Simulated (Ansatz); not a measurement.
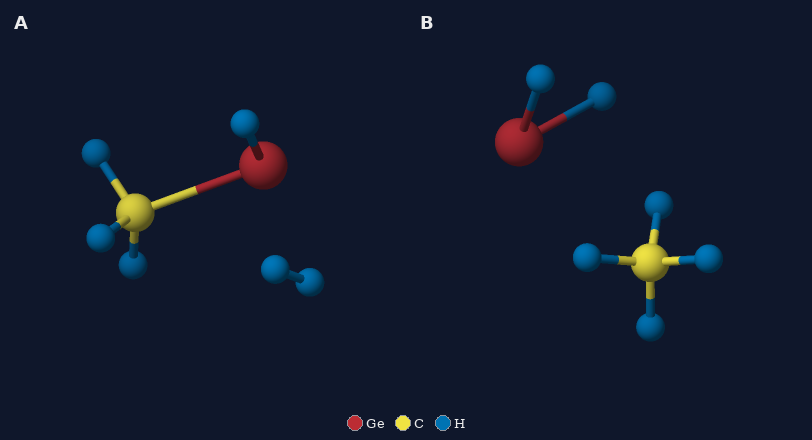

2 stationary structures of one formula. Geometries: PBE0-D4/def2-TZVP. Electronic energies: CCSD(T)/CBS (MP2 limit from def2-TZVPP and def2-QZVPP plus CCSD(T) − MP2) (Ansatz 0.2.0), without zero-point energy. Each is one conformer, not always the lowest.

> Which structure is the most stable?

B is lowest (C1, a minimum); A lies 34.4 kJ/mol above it (C1, a minimum).
